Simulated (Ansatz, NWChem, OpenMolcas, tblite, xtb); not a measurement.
## AlSnSiH7 (SMILES [SiH3][AlH][SnH3]): the HOMO–LUMO gap, rung by rung

AlSnSiH7: 10 atoms, total charge 0, spin state singlet. As SMILES, `[SiH3][AlH][SnH3]`. Geometry: relaxed at PBE0-D4/def2-TZVP.

Each level gives the HOMO–LUMO gap (eV). The values are calculated.

```
                            level                    kind     program  value (eV)   CPU time
                        IPEA1-xTB          semi-empirical      tblite        3.39  under 2 s
                         GFN1-xTB          semi-empirical         xtb        3.66  under 2 s
     HF/def2-SVP (core potential)            Hartree–Fock  OpenMolcas        9.61      7.5 s
  SVWN5/def2-SVP (core potential)                     LDA  OpenMolcas        2.92       20 s
 revPBE/def2-SVP (core potential)                     GGA  OpenMolcas        3.05       26 s
 r2SCAN/def2-SVP (core potential)                meta-GGA      Ansatz        3.41       15 s
 M06-2X/def2-SVP (core potential)         hybrid meta-GGA      NWChem        6.13       29 s
wB97M-V/def2-SVP (core potential)  range-separated hybrid      Ansatz        8.22       96 s
 B2PLYP/def2-SVP (core potential)           double hybrid      Ansatz        6.51       16 s
```

The values span 2.92 to 9.61 eV. Orbital gaps aren't excitation energies, and those of double hybrids come from the SCF part alone; they tend to grow with the share of exact exchange. Times are those of the runs behind each value, whatever else they computed, on shared processors of several kinds: orders of magnitude only.

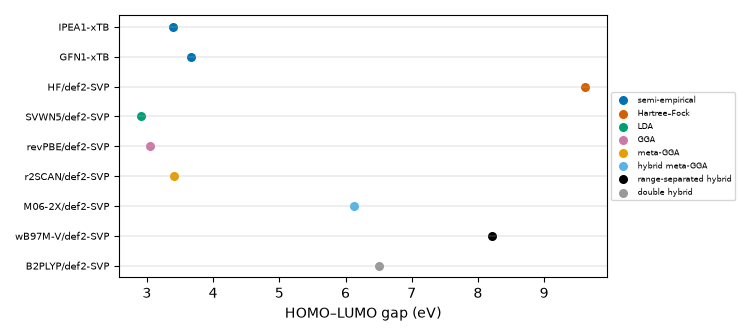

The values of the table, level by level.
